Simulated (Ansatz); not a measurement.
```yaml
atoms:
  - { symbol: C, position_ang: [0.2464, -1.0639, 0.2943] }
  - { symbol: F, position_ang: [0.1375, -2.4590, -0.1770] }
  - { symbol: O, position_ang: [-0.6683, -0.3661, -0.3718] }
  - { symbol: Zn, position_ang: [-1.5067, -1.5753, -1.4719] }
  - { symbol: H, position_ang: [0.0792, -1.1393, 1.3889] }
  - { symbol: H, position_ang: [1.3000, -0.7913, 0.0768] }
  - { symbol: H, position_ang: [-2.3665, -2.3148, -2.4673] }
```

Geometry: r2SCAN-D4/def2-SVP.

Theory: isolated molecule in a Gaussian basis; Kohn-Sham density functional theory, functional PBE0 (Ansatz).

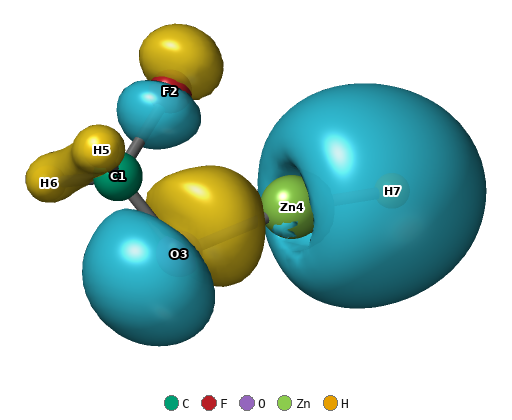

CH$_{3}$FOZn (SMILES FC[O][ZnH]). The HOMO−1 at ±0.08 Å⁻³ᐟ² (yellow and cyan are the two phases), seen at a tilt.

Question: Where does this orbital lie, and at what energy?

Answer: Its weight (Hirshfeld) is mainly on H7 (about 35 %), Zn4 (about 30 %) and O3 (about 25 %). Its energy is −9.01 eV.
